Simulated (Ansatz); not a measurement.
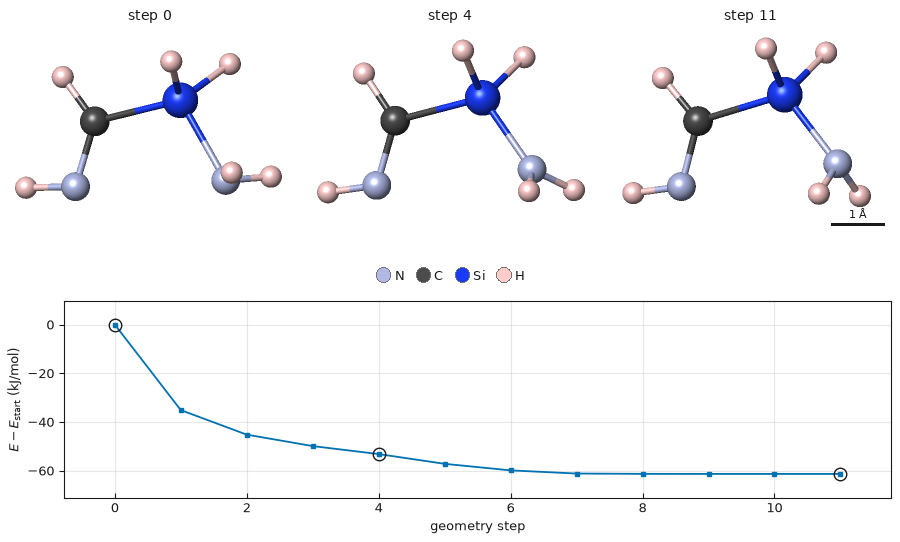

Frames of a relaxation of CH6N2Si, marked on the history of the run. A ball-and-stick model, seen at a tilt.

The run prepares an end point of a later path (torsion) calculation, from a guessed geometry.

Computed with RKS PBE/def2-SVPD (Ansatz). Set-up: no spin polarisation; force threshold 0.015 eV/Å; at most 40 steps.

What happens along the run?

The energy falls by 61.3 kJ/mol in 11 geometry steps. The largest force component goes from 3.1 to 0.0058 eV/Å. An H atom moves most after the best rigid fit: 0.47 Å. Largest moves by element: H 0.47 Å, N 0.41 Å, Si 0.15 Å, C 0.07 Å. Some distances before and after: H–N 0.948 → 1.022 Å, N–Si 1.814 → 1.746 Å, C–Si 1.861 → 1.916 Å, H–Si 1.456 → 1.504 Å. Bond angles that change, for instance: Si–N–H 101.6° → 117.6°, Si–N–H 104.5° → 117.6°, C–Si–H 112.6° → 106.9°. From step 0 to 4: an H atom moves most (0.36 Å), energy −53.2 kJ/mol. From step 4 to 11: an H atom moves most (0.31 Å), energy −8.16 kJ/mol.
